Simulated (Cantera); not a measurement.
Input: 1 mol SiF4, 0.48 mol O3, a varied amount of N2, held at 975 °C and 133 Pa.

Cantera equilibrium calculation (NASA polynomials, part measured and part estimated; ideal gas, pure solids and liquids). Candidate condensed phases: Si, SiO2, Si2N2O, Si3N4; 28 gas species. Rates play no part.

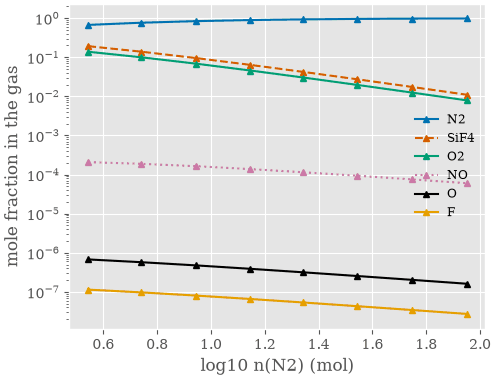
*Equilibrium gas composition (values under 1e-9 drawn at 1e-9)*

Task: Read off the mole fractions at 56 mol N2.

Result: N2 about 0.97, SiF4 about 0.017, O2 about 0.012, NO about 7.5e-5, O about 2.0e-7, F about 3.4e-8.
